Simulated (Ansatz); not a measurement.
# SrCaCl2F2 (P4mm): refractive index against wavelength

The refractive index of SrCaCl2F2 (P4mm) along x below the direct gap (5.75 eV on the mesh) is read from one computed spectrum, n = √(Re ε). x, y and z are the Cartesian axes of the input cell.

Cell: a, b, c = 4.045, 4.045, 6.992 Å (primitive vectors), 6 atoms.

Method: Ansatz 0.2.0, PBE, independent particles, k-mesh 6×6×4 with interpolation inside its cells, Gaussian parameter 0.1 eV.

Launch of the response step: `ansatz run input.yaml --threads 2 --pin off --max-ram 5120MiB --backend cpu --events-out ev --progress --plain --runs-dir out`. The run took 2.7 min, on 2 threads of Arm Neoverse V1, with other jobs on the host.

| wavelength (nm) | photon energy E (eV) | n |
| --- | --- | --- |
| 700 | 1.771 | 1.8090 |
| 633 | 1.959 | 1.8141 |
| 532 | 2.331 | ? |
| 450 | 2.755 | 1.8426 |
| 405 | 3.061 | 1.8573 |
| 365 | 3.397 | 1.8764 |
| 308 | 4.025 | 1.9226 |

In the single-oscillator model n² − 1 = E₀E_d/(E₀² − E²), so 1/(n² − 1) = E₀/E_d − E²/(E₀E_d) is linear in E².

Working, on the rows shown:

| x = E² (eV²) | y = 1/(n² − 1) |
| --- | --- |
| 3.13716 | 0.440048 |
| 3.83641 | 0.436498 |
| 7.59115 | 0.417506 |
| 9.37179 | 0.408236 |
| 11.5384 | 0.396687 |
| 16.2043 | 0.370866 |

Means: x̄ = 8.6132, ȳ = 0.41164. Σ(x − x̄)(y − ȳ) = -0.6361, Σ(x − x̄)² = 120.6. Slope = -0.6361 / 120.6 = -0.005275; intercept = ȳ − slope · x̄ = 0.45707. Turned back into n, the line misses the rows shown by at most 0.0014.

Task: Predict the last column of the withheld row from the fit.

Result: At x = 5.4314 the line gives y = 0.42842, that is 1.8260. The run gave 1.8258, so the interpolation is off by 0.00016, 0.1 % of the range in the table.

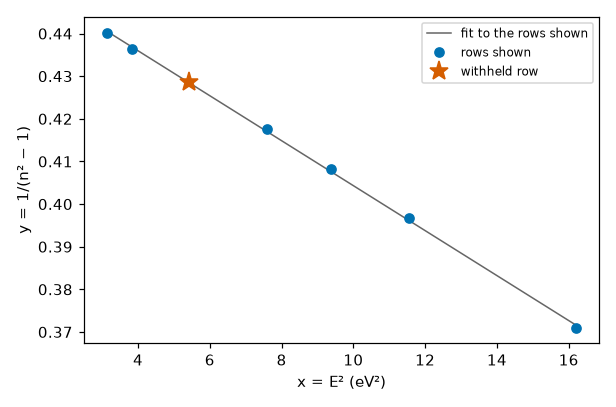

Refitted with all rows, the slope is -0.005277 and the intercept 0.45711. These give E₀ = √(intercept/−slope) = 9.31 eV and E_d = E₀/intercept = 20.4 eV; E₀ is 1.6 times the direct gap. The electronic limit at long wavelengths, without lattice vibrations, is n = √(1 + 1/intercept) = 1.785. The structure is a model and need not exist. Excitons are left out and so are local fields; PBE gaps are as a rule too small. Spin-orbit coupling is left out.
